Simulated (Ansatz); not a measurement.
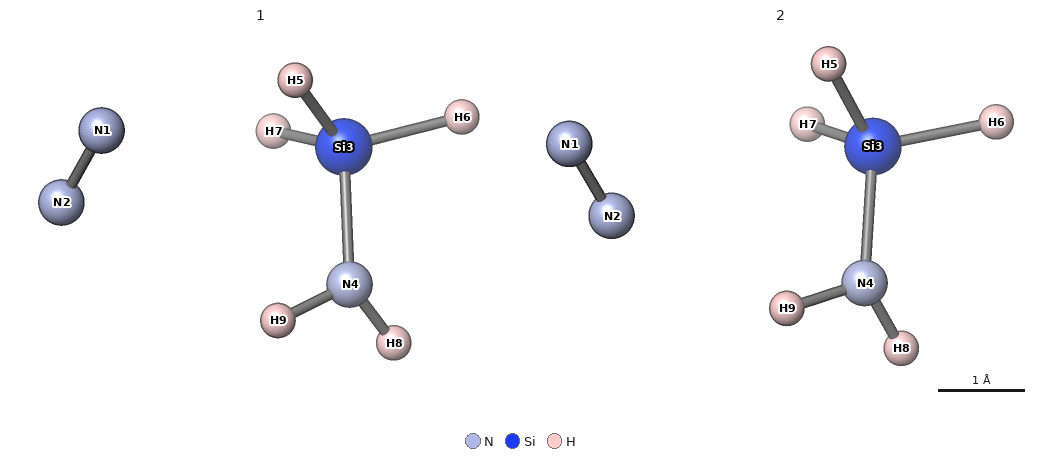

Two geometries of SiN3H5 (coarse preliminary run), drawn at one scale. One is the start of a relaxation, the other its converged end. The picture is a ball-and-stick view, seen at a tilt.

The calculation used RKS PBE-D4/def2-SVP in Ansatz. (force threshold 0.03 eV/Å; at most 250 steps)

**Which one is relaxed?**

Structure 2 is the relaxed one. The atom that moves furthest after the best rigid fit is N1 (0.66 Å). Largest moves by element: N 0.66 Å, H 0.28 Å, Si 0.13 Å. Some distances before and after: Si3–H7 1.472 → 1.516 Å, Si3–H5 1.463 → 1.505 Å, Si3–N4 1.723 → 1.746 Å, N4–H8 1.007 → 1.024 Å. Bond angles that change, for instance: H5–Si3–H6 113.2° → 110.0°, N4–Si3–H5 105.0° → 107.7°, H6–Si3–H7 109.6° → 107.0°. Over 7 accepted moves (10 points after the start) the energy falls by 15.1 kJ/mol. The largest force component goes from 1.9 to 0.021 eV/Å. The line search rejected the trial steps at points 2, 8, 9 of the run. The forces were under the threshold at step 7, but the run went on from there.

Limits of the set-up: the start holds two separate molecules, 2.6 Å apart at their closest, whose relative position is a soft coordinate.
